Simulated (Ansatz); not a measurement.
# Geometry relaxation, with input and output: CH$_{7}$O$_{3}$Si (part 2 of 2)

Continued. System: CH$_{7}$O$_{3}$Si, multiplicity 2. Method: UKS BHLYP-D4/def2-SVP (Ansatz 0.2.0). The input holds or restrains some coordinates. It belongs to a series of runs on one base structure; here: pulled along the bonds that form and break, towards end B.

Geometry of the input (Å):
```
Si 0.0000  0.0000  0.0000
H  0.0000  0.0000  1.7100
O  1.5842  0.0000  -0.5594
H  1.9006  -0.9521  -0.6761
O  -0.7913  1.3709  -0.5594
H  -1.7491  1.1401  -0.7818
O  -0.7913  -1.3709  -0.5594
H  -1.2459  -1.8365  0.2129
C  0.0000  0.0000  3.1200
H  -0.5653  -0.8805  3.4905
H  1.0452  -0.0494  3.4905
H  -0.4798  0.9298  3.4905
```

## Trajectory as extended XYZ, continued
```
12
Properties=species:S:1:pos:R:3:forces:R:3 step=4 energy=-15159.79289
Si    0.0007    0.0028   -0.3471    0.0905   0.1284   2.1590
H     0.0002   -0.0002    2.2371    0.0066   0.0092  -0.4539
O     1.5798   -0.0328   -0.7917   -0.0690  -0.6200  -0.7351
H     1.9183   -0.9373   -0.7296    0.0132   0.6224  -0.1145
O    -0.8087    1.3609   -0.7888   -0.4260  -0.3519  -0.7973
H    -1.7542    1.1669   -0.8379    0.4366   0.3651  -0.0727
O    -0.8162   -1.3959   -0.6623   -0.1812  -0.2624  -0.5362
H    -1.2126   -1.8125    0.1049    0.1399   0.1268  -0.2306
C    -0.0001   -0.0003    3.3183   -0.0244  -0.0385  -0.3735
H    -0.5619   -0.8753    3.6280   -0.0671  -0.1047   0.3957
H     1.0385   -0.0490    3.6240    0.1454  -0.0045   0.3805
H    -0.4766    0.9241    3.6236   -0.0644   0.1302   0.3786
12
Properties=species:S:1:pos:R:3:forces:R:3 step=5 energy=-15160.08721
Si    0.0077    0.0206   -0.3116    0.2473   0.4289  -0.4688
H    -0.0060   -0.0207    2.3468    0.0067   0.0177   0.1951
O     1.5272   -0.0360   -0.9776   -0.4765  -0.1710   0.2301
H     1.9065   -0.9081   -0.8580    0.1413   0.1886  -0.1315
O    -0.7806    1.3249   -0.9729    0.1270  -0.4914   0.2047
H    -1.7260    1.1708   -0.9685    0.0626   0.2180  -0.1191
O    -0.8070   -1.3685   -0.7082   -0.0735  -0.0794   0.1830
H    -1.2065   -1.8189    0.0329   -0.0273  -0.0932  -0.1092
C    -0.0034   -0.0072    3.4442   -0.0151  -0.0446  -0.3091
H    -0.5629   -0.8771    3.8021    0.0798   0.1274   0.1051
H     1.0369   -0.0503    3.7787   -0.1340   0.0112   0.1091
H    -0.4785    0.9219    3.7703    0.0617  -0.1121   0.1106
12
Properties=species:S:1:pos:R:3:forces:R:3 step=6 energy=-15160.11491
Si    0.0047    0.0148   -0.3165    0.0881   0.1655  -0.4068
H     0.0174    0.0377    2.3505   -0.0095  -0.0243   0.4936
O     1.5064   -0.0353   -1.0027   -0.2559  -0.1163   0.1534
H     1.9094   -0.8956   -0.8970    0.1669   0.0775  -0.0951
O    -0.7661    1.3118   -0.9920    0.0248  -0.2885   0.1392
H    -1.7132    1.1822   -1.0074   -0.0048   0.1842  -0.0930
O    -0.8159   -1.3807   -0.6983    0.0064   0.0544   0.1737
H    -1.2091   -1.8385    0.0409   -0.0240  -0.0731  -0.0718
C    -0.0031   -0.0037    3.4547    0.0163   0.0702  -0.3188
H    -0.5639   -0.8814    3.7806   -0.0078  -0.0093   0.0119
H     1.0205   -0.0613    3.8289   -0.0020  -0.0106   0.0101
H    -0.4798    0.9015    3.8366    0.0016  -0.0296   0.0036
12
Properties=species:S:1:pos:R:3:forces:R:3 step=7 energy=-15160.13948
Si   -0.0298   -0.0037   -0.3271    0.0184   0.0054  -0.1052
H     0.0147   -0.0104    2.3405    0.0022   0.0208   0.4416
O     1.4679   -0.0682   -1.0124   -0.2702   0.2392  -0.0805
H     2.0026   -0.8307   -0.8237    0.0940  -0.1412   0.0484
O    -0.7623    1.3130   -0.9934    0.3338  -0.1590  -0.0153
H    -1.7094    1.2970   -1.0726   -0.1715  -0.0337  -0.0032
O    -0.8956   -1.3800   -0.6647   -0.0070   0.0744  -0.0506
H    -1.1967   -1.9103    0.0676    0.0020   0.0155   0.0014
C     0.0058   -0.0140    3.4438   -0.0053  -0.0023  -0.2417
H    -0.5387   -0.8893    3.8032   -0.0013  -0.0111   0.0135
H     1.0324   -0.0448    3.8129    0.0021  -0.0043   0.0020
H    -0.4835    0.8928    3.8042    0.0027  -0.0037  -0.0105
12
Properties=species:S:1:pos:R:3:forces:R:3 step=8 energy=-15160.14201
Si   -0.0331   -0.0096   -0.3250    0.0148  -0.0220  -0.1259
H     0.0164   -0.0089    2.3418    0.0006   0.0189   0.4343
O     1.4597   -0.0671   -1.0162   -0.2298   0.2583  -0.0937
H     2.0081   -0.8169   -0.8233    0.1385  -0.1982   0.0671
O    -0.7546    1.3051   -1.0012    0.3193  -0.0948  -0.0141
H    -1.7014    1.3029   -1.0697   -0.2378  -0.0243  -0.0045
O    -0.9011   -1.3840   -0.6639   -0.0086   0.0679  -0.0342
H    -1.2031   -1.9146    0.0680    0.0031   0.0136  -0.0004
C     0.0062   -0.0138    3.4449   -0.0026   0.0003  -0.2398
H    -0.5381   -0.8898    3.8025   -0.0027  -0.0130   0.0150
H     1.0324   -0.0442    3.8149    0.0037  -0.0045   0.0043
H    -0.4841    0.8923    3.8055    0.0016  -0.0022  -0.0082
12
Properties=species:S:1:pos:R:3:forces:R:3 step=9 energy=-15160.14248
Si   -0.0353   -0.0159   -0.3263    0.0125  -0.0178  -0.1766
H     0.0208   -0.0029    2.3392   -0.0019   0.0114   0.4192
O     1.4540   -0.0753   -1.0233   -0.3059   0.3709  -0.1237
H     2.0202   -0.7997   -0.8017    0.2448  -0.3231   0.1107
O    -0.7507    1.2958   -1.0129    0.3563  -0.0633  -0.0005
H    -1.6979    1.3074   -1.0554   -0.2969  -0.0165  -0.0075
O    -0.9124   -1.3840   -0.6646   -0.0210   0.0361   0.0085
H    -1.2125   -1.9144    0.0684    0.0091   0.0145  -0.0180
C     0.0079   -0.0134    3.4418    0.0024  -0.0005  -0.2259
H    -0.5339   -0.8932    3.7941   -0.0014  -0.0097   0.0114
H     1.0335   -0.0420    3.8138    0.0023  -0.0036   0.0058
H    -0.4864    0.8891    3.8052   -0.0004   0.0016  -0.0034
12
Properties=species:S:1:pos:R:3:forces:R:3 step=10 energy=-15160.14766
Si   -0.0453   -0.0183   -0.3290    0.0075  -0.0134  -0.2200
H     0.0295   -0.0016    2.3364    0.0025  -0.0020   0.4160
O     1.4396   -0.0917   -1.0339   -0.0026   0.0023   0.0014
H     2.0439   -0.7622   -0.7279   -0.0016   0.0069  -0.0017
O    -0.7464    1.2947   -1.0244   -0.0063  -0.0192   0.0013
H    -1.6975    1.2864   -1.0951    0.0089  -0.0074  -0.0057
O    -0.9635   -1.3604   -0.6630   -0.0095   0.0457   0.0367
H    -1.2196   -1.9120    0.0710    0.0003  -0.0131  -0.0185
C     0.0189   -0.0183    3.4388    0.0005  -0.0002  -0.2129
H    -0.5202   -0.9009    3.7890    0.0025  -0.0004   0.0006
H     1.0451   -0.0458    3.8098   -0.0011  -0.0020   0.0010
H    -0.4771    0.8815    3.8066   -0.0012   0.0027   0.0020
```

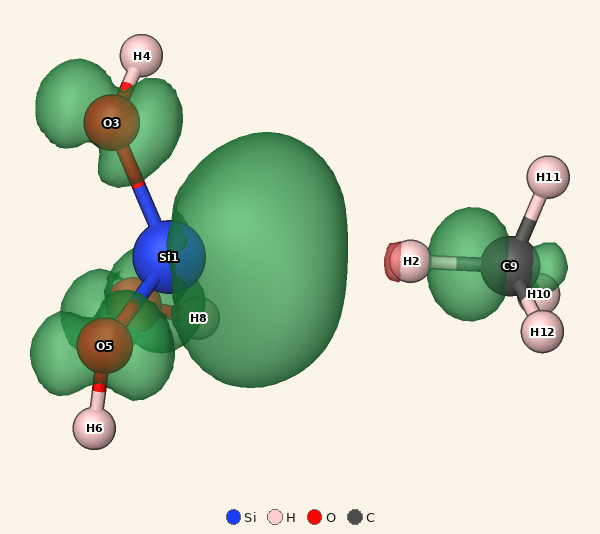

**Figure 1.** Isosurfaces of the spin density (α minus β) at +0.015 (green) and −0.015 e/Å³ (red), seen face on. The unpaired spin (1 electron) lies mostly on Si1 (about 0.6), O7 (about 0.1), O3 (about 0.1) and O5 (about 0.1), in electrons by Hirshfeld's partition.

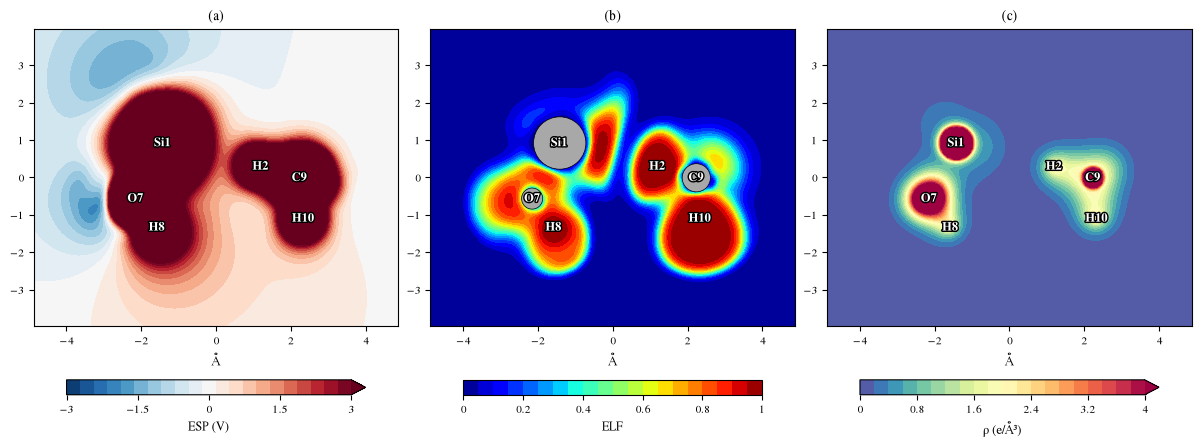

**Figure 2.** (a) electrostatic potential; (b) ELF; (c) total electron density on the plane of atoms H2, C9 and H10. Grey discs, where drawn, cover atomic cores. The section cuts through Si, H, O and C sites. O–H (0.95 Å): ρ at the midpoint is about 3.7 e/Å³, with its minimum of 2.4 e/Å³ about 0.8 Å from O; the ELF climbs to about 1 towards the hydrogen, as it does in any bond to H; a covalent bond by its length.

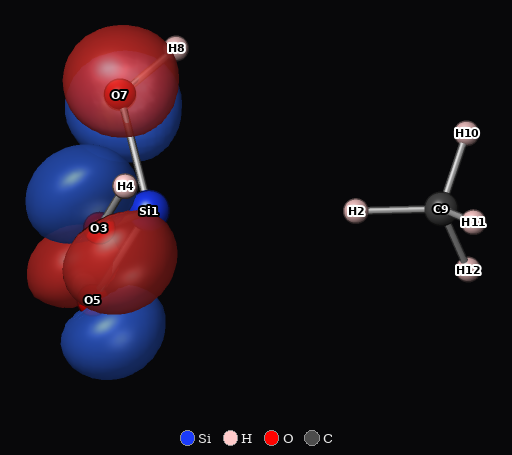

**Figure 3.** One frontier orbital at ±0.15 Å⁻³ᐟ² (blue and red are the two phases), seen from the side. The HOMO (β), at −10.55 eV.

## Key numbers

```json
{"quantity": "outcome", "value": "converged under the restraints of the input"}
{"quantity": "total energy", "value": "−15160.1478 eV"}
{"quantity": "mean-field energy", "value": "−15159.9345 eV"}
{"quantity": "⟨S²⟩", "value": "0.753"}
{"quantity": "largest force (length of the vector) at the end, held atoms and coordinates included", "value": "0.416 eV/Å"}
{"quantity": "hardware", "value": "4 threads of AMD EPYC (Zen 5), 32 GiB of memory available, shared host"}
{"quantity": "wall time", "value": "10 s (CPU time 37 s)"}
{"quantity": "peak memory", "value": "0.34 GiB"}
```
